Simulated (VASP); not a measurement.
# ZrTiGe2: structure and properties in VASP, part 3 of 6

What structure does ZrTiGe2 take at this level, and what are its properties? The cell is invented: it takes the structure of a Materials Project entry for ZrTiC2 (space group 166 there), with some of its atoms replaced by other elements, volume scaled by an estimate. It may not be a known or stable phase.

VASP 6.6.1, plane waves and PAW; the level of theory is named at each step.

Still holding for the runs below: The k-mesh is coarse for a metal.

So far. Step 3 (Rough relaxation of the start cell): It ends with a largest force of 0.030 eV/Å and a pressure of -0.04 GPa. Step 4 (Full relaxation (vdW-DF2)): It ends with a largest force of 0.006 eV/Å and a pressure of 0.04 GPa.

**5. Single point with fields (vdW-DF2)**

Level of this step: vdW-DF2; plane waves and PAW (Zr_sv, Ge_d, Ti_sv); invented cell (VASP).

The relaxed cell gets a fresh self-consistent run, on a basis set for its own volume, to fix the density and to check the remaining stress.

Contents of INCAR:

```
SYSTEM = ZrTiGe2
PREC = Accurate
ENCUT = 410
EDIFF = 1E-06
NELM = 100
ISMEAR = 0
SIGMA = 0.05
LREAL = .FALSE.
ALGO = Normal
GGA = ML
AGGAC = 0
LUSE_VDW = .TRUE.
ZAB_VDW = -1.8867
LASPH = .TRUE.
NBANDS = 32
LORBIT = 11
LWAVE = .FALSE.
LCHARG = .TRUE.
ISIF = 2
LELF = .TRUE.
LVHAR = .TRUE.
```

Contents of POSCAR:

```
ZrTiGe2
1.0
    1.9500024149      1.1258346826      6.1886077234
   -1.9500024149      1.1258346826      6.1886077234
    0.0000000000     -2.2516682025      6.1886077109
Zr Ge Ti
1 2 1
Direct
    0.0000000000      0.0000000000      0.0000000000
    0.2444069505      0.2444069505      0.2444069506
    0.7555930495      0.7555930495      0.7555930494
    0.5000000000      0.5000000000      0.5000000000
```

Contents of KPOINTS:

```
Automatic mesh
0
Gamma
7 7 7
0 0 0
```

Potentials, in the order of the species: Zr_sv, Ge_d and Ti_sv (PBE family, release 64).

The run is started by

```bash
mpirun -np 2 vasp_std
```

The program printed:

```text
[banner, memory and clock lines left out]
running    2 mpi-ranks, on    1 nodes
 distrk:  each k-point on    2 cores,    1 groups
 distr:  one band on    1 cores,    2 groups

 POSCAR found type information on POSCAR ZrGeTi
 POSCAR found :  3 types and       4 ions
 [... a notice as in an earlier step ...]

 [... a notice as in an earlier step ...]

 LDA part: xc-table for (Slater+PW92), standard interpolation
 POSCAR, INCAR and KPOINTS ok, starting setup
 FFT: planning ... GRIDC
 FFT: planning ... GRID_SOFT
 FFT: planning ... GRID
 WAVECAR not read
 entering main loop
       N       E                     dE             d eps       ncg     rms          rms(c)
DAV:   1     0.566748237604E+03    0.56675E+03   -0.23537E+04  3392   0.326E+03
DAV:   2     0.745602583507E+02   -0.49219E+03   -0.48057E+03  2840   0.801E+02
DAV:   3    -0.992137421226E+01   -0.84482E+02   -0.83613E+02  3952   0.209E+02
DAV:   4    -0.164394465608E+02   -0.65181E+01   -0.64873E+01  4000   0.585E+01
DAV:   5    -0.167527185471E+02   -0.31327E+00   -0.31319E+00  4024   0.109E+01    0.153E+01
DAV:   6    -0.147706816085E+02    0.19820E+01   -0.42449E+01  3984   0.532E+01    0.130E+01
DAV:   7    -0.137578285453E+02    0.10129E+01   -0.39030E+01  3800   0.266E+01    0.597E+00
DAV:   8    -0.132460673388E+02    0.51176E+00   -0.31155E+00  3624   0.790E+00    0.356E+00
DAV:   9    -0.130942726227E+02    0.15179E+00   -0.12395E+00  4152   0.447E+00    0.943E-01
DAV:  10    -0.131187424417E+02   -0.24470E-01   -0.94282E-02  3904   0.168E+00    0.824E-01
DAV:  11    -0.131097748761E+02    0.89676E-02   -0.51675E-02  3736   0.104E+00    0.138E-01
DAV:  12    -0.131099178213E+02   -0.14295E-03   -0.13704E-03  3832   0.239E-01    0.536E-02
DAV:  13    -0.131099376774E+02   -0.19856E-04   -0.36640E-04  4344   0.819E-02    0.366E-02
DAV:  14    -0.131099265666E+02    0.11111E-04   -0.22488E-04  3616   0.758E-02    0.126E-02
DAV:  15    -0.131099272356E+02   -0.66900E-06   -0.14095E-05  3064   0.233E-02    0.287E-03
DAV:  16    -0.131099282054E+02   -0.96975E-06   -0.11853E-06  2648   0.616E-03
   1 F= -.13109928E+02 E0= -.13109422E+02  d E =-.101183E-02
```

Wall time 2.3 min (2 MPI ranks of AMD EPYC 9R45, shared host); peak memory 1.1 GiB.

OUTCAR, selected parts (step 5):

```text
  LATTYP: Found a trigonal (rhomboedric) cell.
 ALAT       =     6.5855051974
 COS(alpha) =     0.8246434064

The static configuration has the point symmetry D_3d.

 Found     44 irreducible k-points:

   ENCUT  =  410.0 eV  30.13 Ry    5.49 a.u.  10.87 10.87 10.87*2*pi/ulx,y,z

   NELECT =      52.0000    total number of electrons

 E-fermi :   7.2743

 k-point     1 :       0.0000    0.0000    0.0000
  band No.  band energies     occupation
    ...
     19      -2.9436      2.00000
     20      -0.5372      2.00000
     21       2.8050      2.00000
     22       5.2581      2.00000
     23       5.2581      2.00000
     24       7.3547      0.02294
     25       7.3547      0.02294
     26       7.5278      0.00000
     27       7.8088      0.00000
     28       7.8088      0.00000
    ...

 k-point     2 :       0.1429   -0.0000   -0.0000
  band No.  band energies     occupation
    ...
     22       5.1725      2.00000
     23       5.3688      2.00000
     24       6.5926      2.00000
     25       6.9709      2.00000
     26       7.0633      2.00000
     27       7.5648      0.00000
     28       7.8664      0.00000
     29       8.7321      0.00000
     30       8.7907      0.00000
     31       9.4211      0.00000
    ...

Total vdW correction in eV:      8.1001413

  Total        0.0154931      0.0154931      0.0523895      0.0000000      0.0000000      0.0000000
  in kB        0.3045058      0.3045057      1.0296768      0.0000000      0.0000001      0.0000000
  external PRESSURE =       0.5462295 kB  Pullay stress =       0.0000000 kB

 POSITION                                       TOTAL-FORCE (eV/Angst)
 -----------------------------------------------------------------------------------
      0.00000      0.00000      0.00000         0.000000     -0.000000      0.000000
      0.00000      0.00000      4.53762         0.000000      0.000000      0.005950
      0.00000      0.00000     14.02821         0.000000     -0.000000     -0.005950
      0.00000      0.00000      9.28291         0.000000     -0.000000      0.000000
 -----------------------------------------------------------------------------------
    total drift:                                0.000000     -0.000000     -0.000000

  FREE ENERGIE OF THE ION-ELECTRON SYSTEM (eV)
  ---------------------------------------------------
  free  energy   TOTEN  =       -13.1099282054 eV

  energy  without entropy=      -13.1089163792  energy(sigma->0) =      -13.10942229

Total vdW correction in eV:      8.1001270

[... 5 parts as in an earlier step ...]

[... 7 further parts left out ...]
```

This step gave:

| Quantity | Value |
| --- | --- |
| SCF cycles | 16 |
| pressure | 0.05462 GPa |

Valence electrons inside each PAW sphere by angular momentum. Sphere charges, by row:

```csv
atom,s (e),p (e),d (e),tot (e)
Zr1,2.144,5.96,1.632,9.736
Ge2,1.161,1.35,9.994,12.51
Ge3,1.161,1.35,9.994,12.51
Ti4,2.15,6.086,1.956,10.19
```

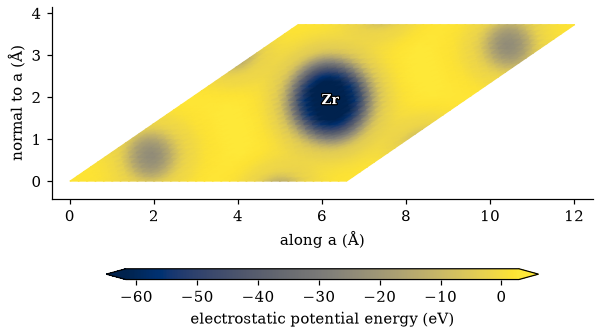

Electrostatic potential energy in the ac plane of the cell as run, not the conventional one, at fractional y = 0.000, with atoms of Zr within 0.2 Å of it. With pseudopotentials it is smooth inside the atoms' cores, unlike the true potential. The map starts off the cell's origin, so that atoms lie inside it.

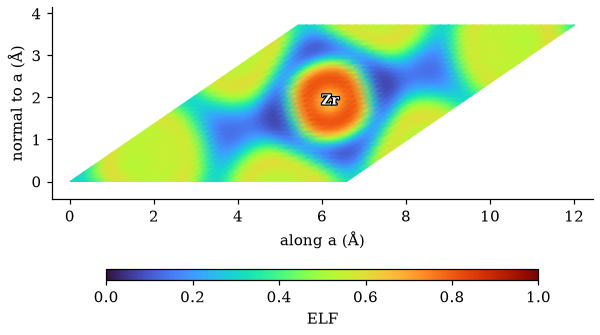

ELF in the ac plane of the cell as run, not the conventional one, at fractional y = 0.000, with atoms of Zr within 0.2 Å of it. It is the smooth field of the valence electrons, not physical close to the nuclei. The map starts off the cell's origin, so that atoms lie inside it.

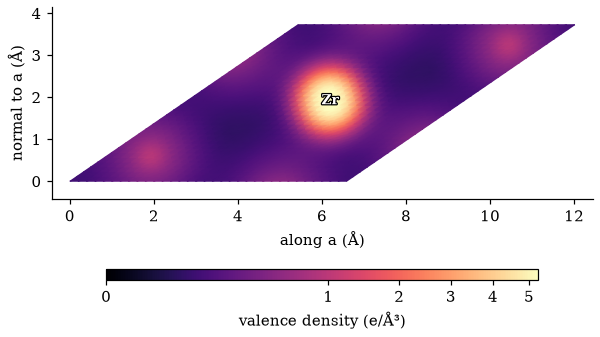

Valence density in the ac plane of the cell as run, not the conventional one, at fractional y = 0.000, with atoms of Zr within 0.2 Å of it. It is the smooth field of the valence electrons, not physical close to the nuclei. The map starts off the cell's origin, so that atoms lie inside it. The colour scale is stretched toward low values.

In this run the pressure is 0.05 GPa, small enough to go on.

**6. Bands along the symmetry lines (vdW-DF2)**

Levels along the symmetry lines show where the bands peak and cross; KPOINTS_OPT computes them in the converged potential.

INCAR: that of step 5 with these lines changed.

```diff
@@ -14,8 +14,6 @@
 LASPH = .TRUE.
-NBANDS = 32
+NBANDS = 40
 LORBIT = 11
 LWAVE = .FALSE.
-LCHARG = .TRUE.
-ISIF = 2
-LELF = .TRUE.
-LVHAR = .TRUE.
+LCHARG = .FALSE.
+KPAR = 2
```

POSCAR is that of step 5.

KPOINTS is that of step 5.

Contents of KPOINTS_OPT:

```
Line mode
16
Line-mode
Reciprocal
  0.00000000   0.00000000   0.00000000 GAMMA
  0.50000000   0.00000000   0.00000000 L

  0.50000000   0.00000000   0.00000000 L
  0.50000000   0.18873003  -0.18873003 B1

  0.81126997   0.50000000   0.18873003 B
  0.50000000   0.50000000   0.50000000 Z

  0.50000000   0.50000000   0.50000000 Z
  0.00000000   0.00000000   0.00000000 GAMMA

  0.00000000   0.00000000   0.00000000 GAMMA
  0.34436502   0.00000000  -0.34436502 X

  0.65563498   0.34436502   0.00000000 Q
  0.50000000   0.50000000   0.00000000 F

  0.50000000   0.50000000   0.00000000 F
  0.65563498   0.65563498   0.18873003 P1

  0.65563498   0.65563498   0.18873003 P1
  0.50000000   0.50000000   0.50000000 Z

  0.50000000   0.00000000   0.00000000 L
  0.81126997   0.34436502   0.34436502 P
```

The run is started by

```bash
mpirun -np 2 vasp_std
```

The program printed:

```text
[... set-up lines as in an earlier step ...]
 entering main loop
       N       E                     dE             d eps       ncg     rms          rms(c)
DAV:   1     0.571995608502E+03    0.57200E+03   -0.21835E+04  4624   0.263E+03
DAV:   2     0.767423461638E+02   -0.49525E+03   -0.47055E+03  3584   0.724E+02
DAV:   3    -0.983305531871E+01   -0.86575E+02   -0.84945E+02  4592   0.176E+02
DAV:   4    -0.164625890096E+02   -0.66295E+01   -0.65464E+01  4960   0.497E+01
DAV:   5    -0.167530611826E+02   -0.29047E+00   -0.29039E+00  4672   0.944E+00    0.153E+01
DAV:   6    -0.148137376768E+02    0.19393E+01   -0.17935E+01  4072   0.425E+01    0.132E+01
DAV:   7    -0.139167614609E+02    0.89698E+00   -0.31137E+01  4008   0.221E+01    0.655E+00
DAV:   8    -0.131925764010E+02    0.72419E+00   -0.15348E+00  4128   0.594E+00    0.320E+00
DAV:   9    -0.130968105450E+02    0.95766E-01   -0.47184E-01  4656   0.327E+00    0.918E-01
DAV:  10    -0.131123052030E+02   -0.15495E-01   -0.52074E-02  4536   0.129E+00    0.505E-01
DAV:  11    -0.131101478955E+02    0.21573E-02   -0.70514E-03  4784   0.421E-01    0.172E-01
DAV:  12    -0.131098968498E+02    0.25105E-03   -0.15371E-03  4088   0.233E-01    0.282E-02
DAV:  13    -0.131099238024E+02   -0.26953E-04   -0.99006E-05  4648   0.662E-02    0.212E-02
DAV:  14    -0.131099252228E+02   -0.14204E-05   -0.89408E-06  4176   0.210E-02    0.802E-03
DAV:  15    -0.131099281750E+02   -0.29522E-05   -0.12292E-05  3192   0.154E-02    0.201E-03
DAV:  16    -0.131099286122E+02   -0.43722E-06   -0.65042E-07  2704   0.671E-03
   1 F= -.13109929E+02 E0= -.13109423E+02  d E =-.101182E-02
 Start KPOINTS_OPT (optional k-point list driver)
k-point batch [1-44\144]
       N       E                     dE             ncg
DAV:   1    -0.710146782673E+04   -0.57087E+05     4600
DAV:   2    -0.283988353018E+05   -0.21297E+05     3520
DAV:   3    -0.321341735478E+05   -0.37353E+04     4584
DAV:   4    -0.324204856789E+05   -0.28631E+03     5096
DAV:   5    -0.324333153367E+05   -0.12830E+02     4544
DAV:   6    -0.324335364909E+05   -0.22115E+00     4760
DAV:   7    -0.324335456814E+05   -0.91905E-02     4720
DAV:   8    -0.324335457804E+05   -0.98930E-04     4760
DAV:   9    -0.324335457828E+05   -0.24194E-05     2816
DAV:  10    -0.324335457831E+05   -0.32388E-06     2776
[...]
k-point batch [133-144\144]
       N       E                     dE             ncg
DAV:   1     0.367371253903E+05   -0.20046E+05     1240
DAV:   2     0.309476598984E+05   -0.57895E+04      968
DAV:   3     0.299364095854E+05   -0.10113E+04     1264
DAV:   4     0.298638949756E+05   -0.72515E+02     1336
DAV:   5     0.298608522372E+05   -0.30427E+01     1272
DAV:   6     0.298608090445E+05   -0.43193E-01     1264
DAV:   7     0.298608068608E+05   -0.21838E-02     1288
DAV:   8     0.298608068376E+05   -0.23151E-04     1232
DAV:   9     0.298608068370E+05   -0.58359E-06      760
```

It took 6.1 min on 2 MPI ranks; peak memory 1.8 GiB.

Parts of OUTCAR (step 6):

```text
   k-points           NKPTS =     44   k-points in BZ     NKDIM =     44   number of bands    NBANDS=     40

   NELECT =      52.0000    total number of electrons

 E-fermi :   7.2743

 k-point     1 :       0.0000    0.0000    0.0000
  band No.  band energies     occupation
    ...
     19      -2.9435      2.00000
     20      -0.5371      2.00000
     21       2.8051      2.00000
     22       5.2582      2.00000
     23       5.2582      2.00000
     24       7.3547      0.02295
     25       7.3547      0.02295
     26       7.5279      0.00000
     27       7.8089      0.00000
     28       7.8089      0.00000
    ...

Total vdW correction in eV:      8.1001258

  Total        0.0091933      0.0091933      0.0460755      0.0000000      0.0000000      0.0000000
  in kB        0.1806873      0.1806873      0.9055809      0.0000000      0.0000001      0.0000000
  external PRESSURE =       0.4223185 kB  Pullay stress =       0.0000000 kB

 POSITION                                       TOTAL-FORCE (eV/Angst)
 -----------------------------------------------------------------------------------
      0.00000      0.00000      0.00000        -0.000000      0.000000      0.000000
      0.00000      0.00000      4.53762        -0.000000      0.000000      0.006100
      0.00000      0.00000     14.02821        -0.000000     -0.000000     -0.006100
      0.00000      0.00000      9.28291         0.000000      0.000000     -0.000000
 -----------------------------------------------------------------------------------
    total drift:                                0.000000     -0.000000     -0.000000

  FREE ENERGIE OF THE ION-ELECTRON SYSTEM (eV)
  ---------------------------------------------------
  free  energy   TOTEN  =       -13.1099286122 eV

  energy  without entropy=      -13.1089167938  energy(sigma->0) =      -13.10942270

Total vdW correction in eV:      8.1001260

[... 8 parts as in an earlier step ...]

[... 8 further parts left out ...]
```

Spin-orbit coupling is off here; it would split degenerate levels.

This step gave:

* bands: 40
* pressure: 0.04223 GPa

The electronic bands at the labelled points (eV, zero at the Fermi level; # counts the bands kept, so #1 is VASP's band 19):

```csv
point,#5,#6,#7,#8,#9,#10,#11,#12
Γ,-2.02,0.08,0.08,0.25,0.53,0.53,1.68,1.68
L,-2.36,-1.80,-1.44,-1.22,0.71,0.99,1.11,1.38
B1,-2.49,-2.31,-1.41,-1.33,0.74,1.10,1.24,1.85
jump to B,-2.49,-2.31,-1.41,-1.33,0.74,1.10,1.24,1.85
Z,-1.26,-1.26,-1.10,-1.10,0.52,0.52,1.08,1.08
Γ,-2.02,0.08,0.08,0.25,0.53,0.53,1.68,1.68
X,-2.58,-2.28,-1.55,-1.28,0.75,1.17,1.26,1.86
jump to Q,-2.58,-2.28,-1.55,-1.28,0.75,1.17,1.26,1.86
F,-1.93,-1.77,-1.18,-0.01,0.33,0.95,1.26,1.37
P1,-1.88,-1.81,-1.26,-0.25,0.27,1.00,1.29,1.61
Z,-1.26,-1.26,-1.10,-1.10,0.52,0.52,1.08,1.08
jump to L,-2.36,-1.80,-1.44,-1.22,0.71,0.99,1.11,1.38
P,-1.88,-1.81,-1.26,-0.25,0.27,1.00,1.29,1.61
```

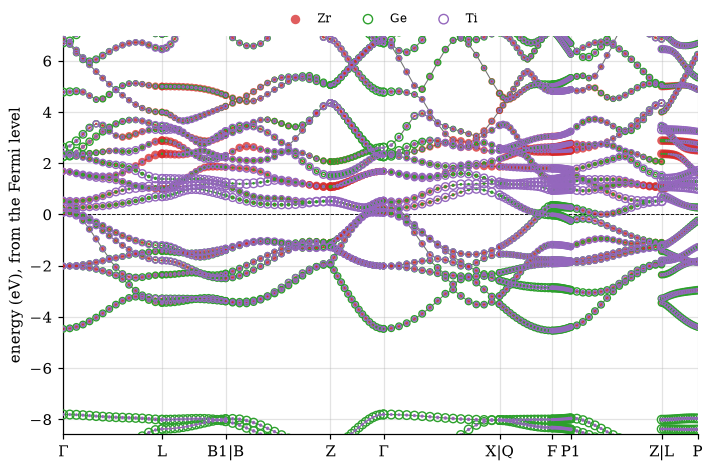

Electronic bands along the path; dots are coloured as in the legend, and their area grows with the weight.

There is no gap at this level.

(Part 3 of 6 ends here.)

[Lines on the potential files, build, host, timing and source positions are cut from VASP's logs without a mark.]

[Logs are printed without paths, hosts, clocks, repeated set-up lines and the standing remarks that a program may print on its own settings, such as how far it seeks lower states.]

[Hosts, paths, dates, database ids (printed as entryN), source tags and the programs' standing remarks are cut or masked in the printed files.]

[A measured line is paired with the nearest computed mode of its activity, which favours agreement.]
